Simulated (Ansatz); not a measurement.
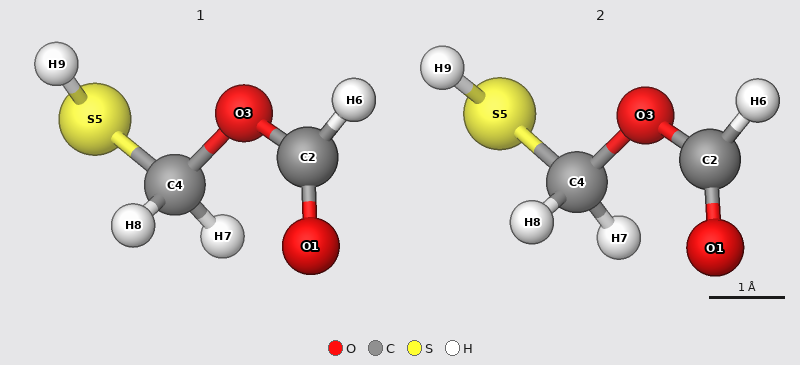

Two geometries of C$_{2}$H$_{4}$O$_{2}$S, drawn at one scale. One is the start of a relaxation, the other its converged end. A ball-and-stick model, seen from a free direction.

Theory: RKS BLYP/def2-SVP in Ansatz. (no spin polarisation; force threshold 0.02 eV/Å; at most 50 steps)

Which of the two is the end point?

Answer. Structure 2 is the relaxed one. The run prepares an end point of a later path (hydrogen shift) calculation, from a guessed geometry. The atom that moves furthest after the best rigid fit is H9 (0.21 Å). Largest moves by element: H 0.21 Å, S 0.12 Å, O 0.06 Å, C 0.05 Å. Among the contacts that change: S5–H9 1.300 → 1.365 Å, O3–C4 1.520 → 1.458 Å, C4–S5 1.763 → 1.822 Å, C2–H6 1.092 → 1.120 Å. Bond angles that change, for instance: S5–C4–H7 111.2° → 106.8°, O3–C4–H7 106.4° → 109.9°. Over 7 accepted moves (8 points after the start) the energy falls by 4.20 kcal/mol. The largest force component goes from 2 to 0.012 eV/Å. The line search rejected the trial step at point 3 of the run.
